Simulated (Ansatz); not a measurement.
ZnAu, response to strain

Consider ZnAu in the CsCl type structure (space group Pm-3m, No. 221; relaxed with 0.1 eV smearing).

```
CELL_PARAMETERS angstrom
      3.18677     0.00000     0.00000
      0.00000     3.18677     0.00000
      0.00000     0.00000     3.18677
ATOMIC_POSITIONS crystal
  Zn 0.50000 0.50000 0.50000
  Au 0.00000 0.00000 0.00000
```

Strains are applied to the cell and any free atomic positions relax.

The values are results of DFT with PBE, PAW potentials and a 420 eV plane-wave cutoff in Ansatz (an electronic-structure program), no spin-orbit coupling, not measurements.

Notes on the quantities. energy relative to the base: free energy F.

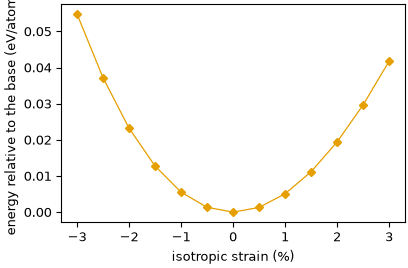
Fig. 1. Energy relative to the base against isotropic strain

```csv
isotropic strain (%),energy relative to the base
-3,+55 meV/atom
-2.5,+37 meV/atom
-2,+23 meV/atom
-1.5,+13 meV/atom
-1,+5.5 meV/atom
-0.5,+1.3 meV/atom
0.5,+1.3 meV/atom
1,+5.1 meV/atom
1.5,+11 meV/atom
2,+19 meV/atom
2.5,+30 meV/atom
3,+42 meV/atom
```

No phonon test of stability was made.
